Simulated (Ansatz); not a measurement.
**FH4MoN3: single points with varied inputs**

Aim: run FH4MoN3 under a spread of inputs, and see what each costs and gives.

Program: Ansatz 0.2.0, Gaussian basis. Level of theory: the settings change from run to run. These are calculated values, not measurements.

1 further run of the same task is left out (for a known fault of the program).

## Step 1: The molecule

The geometry comes from an earlier relaxation with PBE0-D4 in a triple-zeta def2 set; it is a stationary point, not always the lowest conformer. Mo takes a core potential in def2 sets; no spin-orbit term is included.

SMILES `[NH]=[Mo](=[NH])([NH2])[F]`, 9 atoms, charge 0, spin multiplicity 1.

Atoms are counted from 1 here; the program's logs count them from 0.

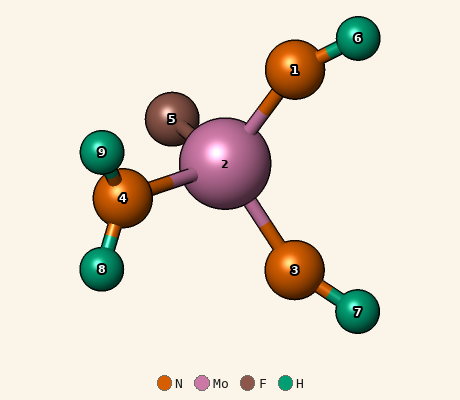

The geometry (nitrogen orange, molybdenum pink, fluorine brown, hydrogen teal); atoms are numbered from 1 in the order of the file.

## Step 2: wB97M-V/def2-mTZVPP

Options: relativity set to none.

in.yaml

```yaml
crystal:
  periodic: [false, false, false]
  atoms:
    - {symbol: N, position_ang: [-0.521393, 1.638744, -0.001762]}
    - {symbol: Mo, position_ang: [-0.020179, 0.071335, -0.515719]}
    - {symbol: N, position_ang: [1.687403, -0.131840, -0.392634]}
    - {symbol: N, position_ang: [-0.817352, -1.193806, 0.703468]}
    - {symbol: F, position_ang: [-0.556775, -0.206671, -2.286894]}
    - {symbol: H, position_ang: [-0.378273, 2.579615, 0.337954]}
    - {symbol: H, position_ang: [2.632261, 0.166813, -0.194663]}
    - {symbol: H, position_ang: [-0.324594, -2.001589, 1.052089]}
    - {symbol: H, position_ang: [-1.612597, -0.968902, 1.281261]}
basis:
  gaussian: {orbitals: def2-mTZVPP}
hamiltonian: {xc: {name: wB97M-V}, pseudopotentials: {relativity: none}}
output: {forces: true}
```

Run with:

```bash
ansatz run in.yaml --threads 4 --pin off --events-out ev --progress --plain --max-ram 10444MiB
```

The log of the run, shortened:

```text
Functional definition: wB97M-V
  name "wB97M-V"
  cite "Mardirossian & Head-Gordon, J. Chem. Phys. 144, 214110 (2016) doi:10.1063/1.4952647"
  cite "Becke, J. Chem. Phys. 107, 8554 (1997) doi:10.1063/1.475007"
  cite "Vydrov & Van Voorhis, J. Chem. Phys. 133, 244103 (2010) doi:10.1063/1.3521275"
  # Of w^i u^j: cxij and so on, Table III.
[...]
  gx(w, u) = 1 - cx + cx01*u + cx10*w
  gss(w, u) = css00 + css04*u^4 + css10*w + css20*w^2 + css43*w^4*u^3
  gos(w, u) = cos00 + cos10*w + (cos20 + cos21*u)*w^2 + (cos60 + cos61*u)*w^6
[...]
      + integral(e_c_pw_mod_opposite_spin*gos(b97_w_opposite, b97_u_opposite)) + vv10(b, c)
1168 factors; their error is unknown
353 factors; integrals over basis functions are off by at most 1.0e-5 eV
[...]
mean field -9108.06340292 eV, -334.7151563904 hartree, gradient 5.9e-5 eV, S^2 0.000000; 0 other end points of the search recorded, 0 dependent functions left out
[...]
reference -9108.06349487 eV, -334.7151597694 hartree; 24, 24 occupied and 125, 125 virtual orbitals, 1168 factors
Total energy: -9108.06349487 eV, -334.7151597694 hartree
Atom 0 at    -0.521393     1.638744    -0.001762 Å, force    -0.313018     0.563916     0.133920 eV/Å
Atom 1 at    -0.020179     0.071335    -0.515719 Å, force     0.006034    -0.044749     0.211265 eV/Å
Atom 2 at     1.687403    -0.131840    -0.392634 Å, force     0.629107    -0.188801    -0.036380 eV/Å
Atom 3 at    -0.817352    -1.193806     0.703468 Å, force    -0.200320    -0.295965     0.226861 eV/Å
Atom 4 at    -0.556775    -0.206671    -2.286894 Å, force    -0.199347    -0.099712    -0.677003 eV/Å
Atom 5 at    -0.378273     2.579615     0.337954 Å, force     0.100264    -0.010899     0.025383 eV/Å
Atom 6 at     2.632261     0.166813    -0.194663 Å, force    -0.024551     0.088628     0.047726 eV/Å
Atom 7 at    -0.324594    -2.001589     1.052089 Å, force     0.017340    -0.018184     0.031363 eV/Å
Atom 8 at    -1.612597    -0.968902     1.281261 Å, force    -0.015509     0.005766     0.036867 eV/Å
Dipole moment:     0.187526     0.085184     0.673940 e Å
```

Run time: 6.5 s. Hardware: 4 threads of Arm Neoverse V2, shared host; peak memory 0.49 GiB.

Largest force 0.713 eV/Å, dipole 3.38 D.

## Step 3: B2GP-PLYP/cc-pVTZ-DK

This run has charge -1, multiplicity 2, a grid of angular degree 11, high accuracy.

Changes to in.yaml since step 2:

```diff
@@ -13,4 +13,6 @@
 basis:
-  gaussian: {orbitals: def2-mTZVPP}
-hamiltonian: {xc: {name: wB97M-V}, pseudopotentials: {relativity: none}}
-output: {forces: true}
+  gaussian: {orbitals: cc-pVTZ-DK, final_grid: {core_spheres: 5, valence_spheres: 4, degree: 11}}
+total_charge: -1
+magnetization: {spin_polarized: true, initial_magnetization: 1}
+hamiltonian: {xc: {name: B2GP-PLYP}}
+accuracy: high
```

Launched as before.

The log of the run, shortened:

```text
Functional definition: B2GP-PLYP
  name "B2GP-PLYP"
  cite "Karton, Tarnopolsky, Lamère, Schatz & Martin, J. Phys. Chem. A 112, 12868 (2008) doi:10.1021/jp801805p"
  cite "Becke, Phys. Rev. A 38, 3098 (1988) doi:10.1103/PhysRevA.38.3098"
  cite "Lee, Yang & Parr, Phys. Rev. B 37, 785 (1988) doi:10.1103/PhysRevB.37.785"
[...]
4381 factors; integrals over basis functions are off by at most 1.5e-8 eV
[...]
mean field -117385.16793658 eV, -4313.8253551448 hartree, gradient 2.1e-8 eV, S^2 0.760671; 8 other end points of the search recorded, 0 dependent functions left out
18 core orbitals not correlated: weight in the atoms' cores, before any rotation towards them, 1.000 or more for the frozen orbitals, at most 0.000 for the correlated occupied ones
reference -117385.16795368 eV, -4313.8253557732 hartree; 21, 20 occupied and 214, 215 virtual orbitals, 4381 factors
second order -46.41343186 eV of doubles, -0.00000000 eV of singles
Total energy: -117401.87678915 eV, -4314.4393941511 hartree
Relativity: scalar
```

Run time: 61 s. Hardware: 4 threads of Arm Neoverse V2, shared host; peak memory 2.4 GiB.

⟨S²⟩ 0.761.

## Step 4: PBE0-DH/def2-SVP

Changes to in.yaml since step 3:

```diff
@@ -13,6 +13,4 @@
 basis:
-  gaussian: {orbitals: cc-pVTZ-DK, final_grid: {core_spheres: 5, valence_spheres: 4, degree: 11}}
-total_charge: -1
-magnetization: {spin_polarized: true, initial_magnetization: 1}
-hamiltonian: {xc: {name: B2GP-PLYP}}
-accuracy: high
+  gaussian: {orbitals: def2-SVP}
+hamiltonian: {xc: {name: PBE0-DH}}
+output: {forces: true}
```

Launched as before.

The log of the run, shortened:

```text
Functional definition: PBE0-DH
  name "PBE0-DH"
  cite "Brémond & Adamo, J. Chem. Phys. 135, 024106 (2011) doi:10.1063/1.3604569"
  cite "Perdew, Burke & Ernzerhof, Phys. Rev. Lett. 77, 3865 (1996) doi:10.1103/PhysRevLett.77.3865"
[...]
1095 factors; integrals over basis functions are off by at most 7.9e-4 eV
[...]
mean field -9089.29277591 eV, -334.0253485707 hartree, gradient 9.8e-6 eV, S^2 0.000000; 0 other end points of the search recorded, 0 dependent functions left out
4 core orbitals not correlated: weight in the atoms' cores, before any rotation towards them, 1.000 or more for the frozen orbitals, at most 0.000 for the correlated occupied ones
reference -9089.29281299 eV, -334.0253499335 hartree; 20, 20 occupied and 83, 83 virtual orbitals, 1095 factors
second order -40.26755064 eV of doubles, -0.00000000 eV of singles
[...]
Total energy: -9094.32625682 eV, -334.2103255825 hartree
Atom 0 at    -0.521393     1.638744    -0.001762 Å, force     0.146179    -0.267352    -0.058757 eV/Å
Atom 1 at    -0.020179     0.071335    -0.515719 Å, force    -0.116026    -0.143559    -0.031492 eV/Å
Atom 2 at     1.687403    -0.131840    -0.392634 Å, force    -0.297208     0.090486     0.016087 eV/Å
Atom 3 at    -0.817352    -1.193806     0.703468 Å, force     0.150198     0.242611    -0.230145 eV/Å
Atom 4 at    -0.556775    -0.206671    -2.286894 Å, force     0.024358     0.023389     0.028862 eV/Å
Atom 5 at    -0.378273     2.579615     0.337954 Å, force    -0.026605     0.190827     0.062610 eV/Å
Atom 6 at     2.632261     0.166813    -0.194663 Å, force     0.201254     0.007762     0.022597 eV/Å
Atom 7 at    -0.324594    -2.001589     1.052089 Å, force     0.063138    -0.154448     0.076751 eV/Å
Atom 8 at    -1.612597    -0.968902     1.281261 Å, force    -0.145289     0.010283     0.113487 eV/Å
Dipole moment:     0.203329     0.095661     0.715774 e Å
```

It took 3.8 s on 4 threads of Arm Neoverse V2, shared host; peak memory 0.27 GiB.

Largest force 0.367 eV/Å, dipole 3.60 D.

## Step 5: rPW86-PBE/def2-SVP

Changes to in.yaml since step 4:

```diff
@@ -14,3 +14,3 @@
   gaussian: {orbitals: def2-SVP}
-hamiltonian: {xc: {name: PBE0-DH}}
+hamiltonian: {xc: {name: rPW86-PBE}}
 output: {forces: true}
```

The command is unchanged.

The log of the run, shortened:

```text
Functional definition: rPW86-PBE
  name "rPW86-PBE"
  cite "Murray, Lee & Langreth, J. Chem. Theory Comput. 5, 2754 (2009) doi:10.1021/ct900365q"
  cite "Perdew, Burke & Ernzerhof, Phys. Rev. Lett. 77, 3865 (1996) doi:10.1103/PhysRevLett.77.3865"
  parent pbe
[...]
1199 factors; their error is unknown
[...]
mean field -9122.77354166 eV, -335.2557440181 hartree, gradient 1.6e-5 eV, S^2 0.000000; 0 other end points of the search recorded, 0 dependent functions left out
[...]
reference -9122.77370141 eV, -335.2557498886 hartree; 24, 24 occupied and 83, 83 virtual orbitals, 1199 factors
Total energy: -9122.77370141 eV, -335.2557498886 hartree
Atom 0 at    -0.521393     1.638744    -0.001762 Å, force    -0.475467     0.835187     0.281466 eV/Å
Atom 1 at    -0.020179     0.071335    -0.515719 Å, force    -0.583404    -0.640908    -0.415830 eV/Å
Atom 2 at     1.687403    -0.131840    -0.392634 Å, force     0.951883    -0.306983     0.025398 eV/Å
Atom 3 at    -0.817352    -1.193806     0.703468 Å, force    -0.079059    -0.069281    -0.115278 eV/Å
Atom 4 at    -0.556775    -0.206671    -2.286894 Å, force    -0.220349    -0.111838    -0.740648 eV/Å
Atom 5 at    -0.378273     2.579615     0.337954 Å, force     0.034828     0.623525     0.205785 eV/Å
Atom 6 at     2.632261     0.166813    -0.194663 Å, force     0.633887     0.143174     0.100094 eV/Å
Atom 7 at    -0.324594    -2.001589     1.052089 Å, force     0.259368    -0.548443     0.260175 eV/Å
Atom 8 at    -1.612597    -0.968902     1.281261 Å, force    -0.521687     0.075566     0.398839 eV/Å
Dipole moment:     0.151168     0.044034     0.654720 e Å
```

Wall time 2.4 s (4 threads of Arm Neoverse V2, shared host).

Largest force 1.001 eV/Å, dipole 3.23 D.

## Step 6: B3LYP5/def2-SVPD

This run has a grid of angular degree 47, a point charge of -1.00 e beside it.

Changes to in.yaml since step 5:

```diff
@@ -13,4 +13,3 @@
 basis:
-  gaussian: {orbitals: def2-SVP}
-hamiltonian: {xc: {name: rPW86-PBE}}
-output: {forces: true}
+  gaussian: {orbitals: def2-SVPD, final_grid: {core_spheres: 20, valence_spheres: 16, degree: 47}, point_charges: [{charge: -1.00, position_ang: [5.832, -0.971, 0.840]}]}
+hamiltonian: {xc: {name: B3LYP5}}
```

Launched as before.

The log of the run, shortened:

```text
Functional definition: B3LYP5
  name "B3LYP5"
  cite "Stephens, Devlin, Chabalowski & Frisch, J. Phys. Chem. 98, 11623 (1994) doi:10.1021/j100096a001"
  cite "Becke, Phys. Rev. A 38, 3098 (1988) doi:10.1103/PhysRevA.38.3098"
  cite "Lee, Yang & Parr, Phys. Rev. B 37, 785 (1988) doi:10.1103/PhysRevB.37.785"
  cite "Vosko, Wilk & Nusair, Can. J. Phys. 58, 1200 (1980) doi:10.1139/p80-159"
[...]
1300 factors; their error is unknown
[...]
mean field -9101.73180243 eV, -334.4824743641 hartree, gradient 2.2e-5 eV, S^2 0.000000; 0 other end points of the search recorded, 0 dependent functions left out
reference -9101.73210035 eV, -334.4824853123 hartree; 24, 24 occupied and 125, 125 virtual orbitals, 1300 factors
Total energy: -9101.73210035 eV, -334.4824853123 hartree
```

Run time: 2.5 s. Hardware: 4 threads of Arm Neoverse V2, shared host; peak memory 0.29 GiB.

## Step 7: r2SCAN50/def2-mTZVP

Options: finite nuclei, D4 dispersion.

Changes to in.yaml since step 6:

```diff
@@ -13,3 +13,4 @@
 basis:
-  gaussian: {orbitals: def2-SVPD, final_grid: {core_spheres: 20, valence_spheres: 16, degree: 47}, point_charges: [{charge: -1.00, position_ang: [5.832, -0.971, 0.840]}]}
-hamiltonian: {xc: {name: B3LYP5}}
+  gaussian: {orbitals: def2-mTZVP, nuclear_model: gaussian}
+hamiltonian: {xc: {name: r2SCAN50}, dispersion: d4}
+output: {forces: true}
```

Same command.

The log of the run, shortened:

```text
Functional definition: r2SCAN50
  name "r2SCAN50"
  cite "Bursch, Neugebauer, Ehlert & Grimme, J. Chem. Phys. 156, 134105 (2022) doi:10.1063/5.0086040"
  cite "Furness, Kaplan, Ning, Perdew & Sun, J. Phys. Chem. Lett. 11, 8208 (2020) doi:10.1021/acs.jpclett.0c02405"
  cite "Furness, Kaplan, Ning, Perdew & Sun, J. Phys. Chem. Lett. 11, 9248 (2020) doi:10.1021/acs.jpclett.0c03077"
  parent r2scan
[...]
1133 factors; integrals over basis functions are off by at most 9.7e-4 eV
[...]
mean field -9104.17860676 eV, -334.5723927644 hartree, gradient 1.2e-5 eV, S^2 0.000000; 0 other end points of the search recorded, 0 dependent functions left out
[...]
reference -9104.17861928 eV, -334.5723932245 hartree; 24, 24 occupied and 97, 97 virtual orbitals, 1133 factors
Total energy: -9104.24973534 eV, -334.5750066916 hartree
Atom 0 at    -0.521393     1.638744    -0.001762 Å, force     0.066678    -0.212752    -0.098996 eV/Å
Atom 1 at    -0.020179     0.071335    -0.515719 Å, force     0.339978     0.323267     0.429160 eV/Å
Atom 2 at     1.687403    -0.131840    -0.392634 Å, force    -0.237788     0.034089    -0.048822 eV/Å
Atom 3 at    -0.817352    -1.193806     0.703468 Å, force    -0.055125    -0.093852     0.134372 eV/Å
Atom 4 at    -0.556775    -0.206671    -2.286894 Å, force    -0.010675    -0.000021    -0.063110 eV/Å
Atom 5 at    -0.378273     2.579615     0.337954 Å, force     0.044254    -0.257717    -0.074827 eV/Å
Atom 6 at     2.632261     0.166813    -0.194663 Å, force    -0.271283    -0.005444    -0.018758 eV/Å
Atom 7 at    -0.324594    -2.001589     1.052089 Å, force    -0.147679     0.275581    -0.092021 eV/Å
Atom 8 at    -1.612597    -0.968902     1.281261 Å, force     0.271639    -0.063150    -0.166997 eV/Å
Dipole moment:     0.229501     0.119607     0.755312 e Å
```

It took 3.1 s on 4 threads of Arm Neoverse V2, shared host; peak memory 0.28 GiB.

Largest force 0.636 eV/Å, dipole 3.83 D.

## Step 8: B3LYP/def2-mTZVPP

Set apart from the defaults: atoms shaken by 0.08 Å, a grid of angular degree 23, the search for lower states set to off.

in.yaml

```yaml
crystal:
  periodic: [false, false, false]
  atoms:
    - {symbol: N, position_ang: [-0.498990, 1.535027, -0.132193]}
    - {symbol: Mo, position_ang: [0.028502, 0.018357, -0.474379]}
    - {symbol: N, position_ang: [1.749048, -0.091282, -0.447564]}
    - {symbol: N, position_ang: [-0.765700, -1.140815, 0.646703]}
    - {symbol: F, position_ang: [-0.620407, -0.096312, -2.267058]}
    - {symbol: H, position_ang: [-0.458495, 2.646904, 0.317111]}
    - {symbol: H, position_ang: [2.456029, 0.104006, -0.097308]}
    - {symbol: H, position_ang: [-0.380038, -2.062723, 1.129439]}
    - {symbol: H, position_ang: [-1.549120, -0.869163, 1.199760]}
basis:
  gaussian: {orbitals: def2-mTZVPP, final_grid: {core_spheres: 8, valence_spheres: 7, degree: 23}}
hamiltonian: {xc: {name: B3LYP}}
scf: {lower_state_search: off}
```

Launched as before.

The log of the run, shortened:

```text
Functional definition: B3LYP
  name "B3LYP"
  cite "Stephens, Devlin, Chabalowski & Frisch, J. Phys. Chem. 98, 11623 (1994) doi:10.1021/j100096a001"
  cite "Becke, Phys. Rev. A 38, 3098 (1988) doi:10.1103/PhysRevA.38.3098"
  cite "Lee, Yang & Parr, Phys. Rev. B 37, 785 (1988) doi:10.1103/PhysRevB.37.785"
  cite "Vosko, Wilk & Nusair, Can. J. Phys. 58, 1200 (1980) doi:10.1139/p80-159"
[...]
1204 factors; their error is unknown
[...]
mean field -9111.09627489 eV, -334.8266123793 hartree, gradient 1.8e-6 eV, S^2 0.000000; 0 other end points of the search recorded, 0 dependent functions left out
reference -9111.09658864 eV, -334.8266239096 hartree; 24, 24 occupied and 125, 125 virtual orbitals, 1204 factors
Total energy: -9111.09658864 eV, -334.8266239096 hartree
Checks for a lower state left out: stability, starts, cluster_reference, orbital_swaps, neighbouring_geometries, increment
```

Run time: 0.65 s. Hardware: 4 threads of Arm Neoverse V2, shared host.

## Step 9: LC-wPBE/def2-SVPD

Set apart from the defaults: density fitting with def2-universal-jkfit, high accuracy.

in.yaml

```yaml
crystal:
  periodic: [false, false, false]
  atoms:
    - {symbol: N, position_ang: [-0.521393, 1.638744, -0.001762]}
    - {symbol: Mo, position_ang: [-0.020179, 0.071335, -0.515719]}
    - {symbol: N, position_ang: [1.687403, -0.131840, -0.392634]}
    - {symbol: N, position_ang: [-0.817352, -1.193806, 0.703468]}
    - {symbol: F, position_ang: [-0.556775, -0.206671, -2.286894]}
    - {symbol: H, position_ang: [-0.378273, 2.579615, 0.337954]}
    - {symbol: H, position_ang: [2.632261, 0.166813, -0.194663]}
    - {symbol: H, position_ang: [-0.324594, -2.001589, 1.052089]}
    - {symbol: H, position_ang: [-1.612597, -0.968902, 1.281261]}
basis:
  gaussian: {orbitals: def2-SVPD, fitting: {mean_field: def2-universal-jkfit}}
hamiltonian: {xc: {name: LC-wPBE}}
accuracy: high
output: {forces: true}
```

Same command.

The log of the run, shortened:

```text
Functional definition: LC-wPBE
  name "LC-wPBE"
  cite "Vydrov & Scuseria, J. Chem. Phys. 125, 234109 (2006) doi:10.1063/1.2409292"
  cite "Heyd & Scuseria, J. Chem. Phys. 120, 7274 (2004) doi:10.1063/1.1668634"
  cite "Ernzerhof & Perdew, J. Chem. Phys. 109, 3313 (1998) doi:10.1063/1.476928"
  cite "Perdew, Burke & Ernzerhof, Phys. Rev. Lett. 77, 3865 (1996) doi:10.1103/PhysRevLett.77.3865"
  parent pbe
[...]
635 factors; integrals over basis functions are off by at most 1.9e-1 eV
635 factors; integrals over basis functions are off by at most 1.8e-4 eV
[...]
mean field -9101.18261684 eV, -334.4622921658 hartree, gradient 3.9e-8 eV, S^2 0.000000; 0 other end points of the search recorded, 0 dependent functions left out
[...]
reference -9101.18261684 eV, -334.4622921658 hartree; 24, 24 occupied and 125, 125 virtual orbitals, 635 factors
Total energy: -9101.18261684 eV, -334.4622921658 hartree
Atom 0 at    -0.521393     1.638744    -0.001762 Å, force     0.284424    -0.746231    -0.233796 eV/Å
Atom 1 at    -0.020179     0.071335    -0.515719 Å, force     0.364401     0.369640     0.356781 eV/Å
Atom 2 at     1.687403    -0.131840    -0.392634 Å, force    -0.820014     0.141494    -0.042009 eV/Å
Atom 3 at    -0.817352    -1.193806     0.703468 Å, force     0.150389     0.230652    -0.175031 eV/Å
Atom 4 at    -0.556775    -0.206671    -2.286894 Å, force    -0.030430    -0.017378    -0.096014 eV/Å
Atom 5 at    -0.378273     2.579615     0.337954 Å, force     0.003357     0.119488     0.051515 eV/Å
Atom 6 at     2.632261     0.166813    -0.194663 Å, force     0.124788     0.021740     0.030326 eV/Å
Atom 7 at    -0.324594    -2.001589     1.052089 Å, force     0.095446    -0.165932     0.030432 eV/Å
Atom 8 at    -1.612597    -0.968902     1.281261 Å, force    -0.172361     0.046526     0.077796 eV/Å
Dipole moment:     0.177139     0.073062     0.670252 e Å
```

Run time: 3.6 s. Hardware: 4 threads of Arm Neoverse V2, shared host; peak memory 0.35 GiB.

Largest force 0.833 eV/Å, dipole 3.35 D.

## Step 10: The runs in one table

```csv
level,charge,multiplicity,geometry,functions,energy (eV),time
wB97M-V/def2-mTZVPP,0,1,relaxed,149,-9108.063,6.5 s
B2GP-PLYP/cc-pVTZ-DK,-1,2,relaxed,253,-117401.877,61 s
PBE0-DH/def2-SVP,0,1,relaxed,107,-9094.326,3.8 s
rPW86-PBE/def2-SVP,0,1,relaxed,107,-9122.774,2.4 s
B3LYP5/def2-SVPD,0,1,"relaxed, point charge",149,-9101.732,2.5 s
r2SCAN50/def2-mTZVP,0,1,relaxed,121,-9104.250,3.1 s
B3LYP/def2-mTZVPP,0,1,shaken,149,-9111.097,0.65 s
LC-wPBE/def2-SVPD,0,1,relaxed,149,-9101.183,3.6 s
```

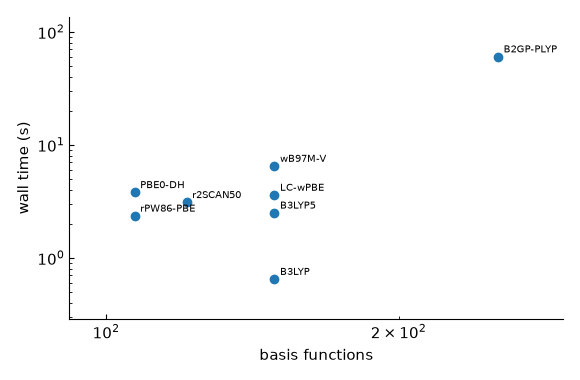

Wall time against the number of basis functions (shared host).

## Step 11: Outcome

| quantity | value |
| --- | --- |
| runs | 8 |
| quickest | B3LYP/def2-mTZVPP, 0.65 s |
| slowest | B2GP-PLYP/cc-pVTZ-DK, 61 s |
| spread of total energies, same state and geometry | 28.4 eV |
| dipole, same state and geometry | 3.23 to 3.83 D |

What this shows: Run time spans a factor of 93, from B3LYP/def2-mTZVPP to B2GP-PLYP/cc-pVTZ-DK. The jobs differ in tasks and options as well as level. The totals spread over 28 eV; they can't be compared across methods or bases. At the PBE0-D4/def2-TZVP geometry and in the same state, runs without warnings or point charges leave forces up to 1.00 eV/Å (rPW86-PBE/def2-SVP). At that geometry and state the dipole changes by 19 % between the lowest and highest value.
